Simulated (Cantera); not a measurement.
A closed system holds: 1 mol Pb, 2.4 mol H2, 2.4 mol N2, 0.49 mol CO, held at 873.15 K.

These are equilibrium values from Cantera (NASA tables, ideal gas, pure condensed phases), not measurements of a reactor. Candidate condensed phases: C, C6H6, C7H8, C8H18, H2O, Pb, PbO, PbO2, Pb3O4; 139 gas species. The numbers say what is thermodynamically allowed, not how fast it happens.

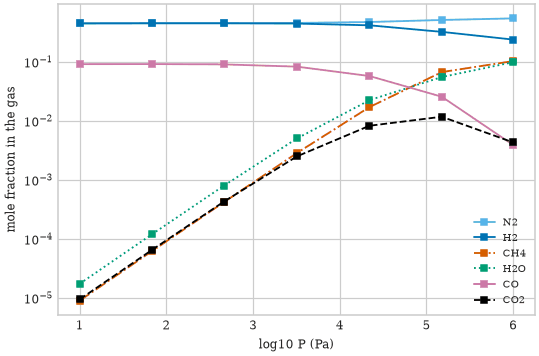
*Equilibrium gas composition (values under 1e-9 drawn at 1e-9)*

**Question.** Read off the mole fractions at 165 Torr.

**Answer.** N2 about 0.48, H2 about 0.42, CO about 0.058, H2O about 0.023, CH4 about 0.017, CO2 about 0.0083.
